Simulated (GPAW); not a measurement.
Consider Nb4C3 (Pm-3m).

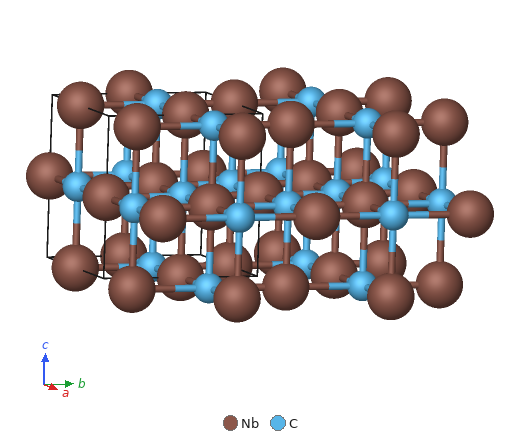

The structure (niobium brown, carbon blue). 2×2×1 cells are drawn. Some periodic images of atoms are drawn too.

```xyz
7
Lattice="4.4708 0.0000 0.0000 0.0000 4.4708 0.0000 0.0000 0.0000 4.4708" Properties=species:S:1:pos:R:3 pbc="T T T"
Nb    2.2354    2.2354    2.2354
Nb    2.2354    0.0000    0.0000
Nb    0.0000    0.0000    2.2354
Nb    0.0000    2.2354    0.0000
C     0.0000    2.2354    2.2354
C     2.2354    2.2354    0.0000
C     2.2354    0.0000    2.2354
```

Absorber: atom 2, with 4 C at 2.24 Å (square planar, site symmetry 4/mmm). Method: GPAW, LDA, excited-electron core hole (neutral cell), 28-atom cell with 7.7 Å between holes, 4×4×4 k points, dipole transitions, Gaussian full width 1.66 eV up to 4 eV, rising linearly to 3.5 eV at 25 eV.

Q: What does the Nb L₃ edge look like?

Main maxima up to 30 eV above the zero (height): 2.2 eV (3.19), 13.2 eV (0.58), 22.0 eV (0.53) and 28.2 eV (0.61). At an L edge the dipole rule selects empty d (and weakly s) states on the absorber, and the strong line at the onset measures the empty part of its d band. 

The Nb L₃ spectrum (energy from the lowest empty level; intensity scaled to a mean of 1 over the first 20 eV):

```tsv
E (eV)	intensity
-2.0	0.01
-0.5	0.52
1.0	2.39
2.5	3.11
4.0	1.78
5.5	1.19
7.0	0.89
8.5	0.63
10.0	0.45
11.5	0.47
13.0	0.58
14.5	0.51
16.0	0.35
17.5	0.34
19.0	0.42
20.5	0.50
22.0	0.53
23.5	0.50
25.0	0.46
26.5	0.52
28.0	0.61
29.5	0.53
31.0	0.39
```

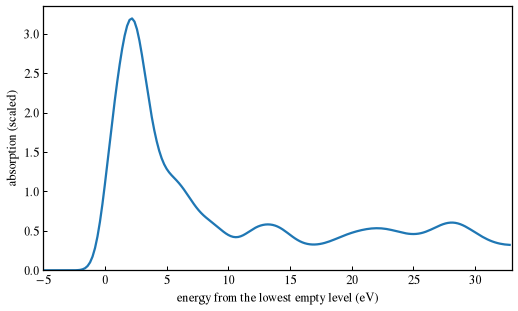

The Nb L₃ edge.

Only the L₃ part is meant: spin–orbit coupling of the core level isn't computed and the L₂ copy isn't added. The script folds with a Gaussian, whereas the core hole's own line is a Lorentzian, so the onset is too steep and the first peak too high. The crystal has 2 inequivalent Nb sites and not all are shown here, while a measurement adds them all. The structure is a computed Materials Project entry and may be a hypothetical form.

[Banner, clock and machine lines of the logs are left out without a mark of their own.]

[Logs are printed without paths, hosts, clocks, repeated set-up lines and the standing remarks that a program may print on its own settings, such as how far it seeks lower states.]

[Hosts, paths, dates, database ids (printed as entryN), source tags and the programs' standing remarks are cut or masked in the printed files.]

[Lists of maxima count a maximum above −3 eV only where it reaches 4 % of the highest in the window and stands out from its surroundings by 2 % of it (1.5 % where it reaches 55 %); shoulders and weaker maxima are passed over, and of the rest the first, up to two pre-edge ones and the few strongest are named.]
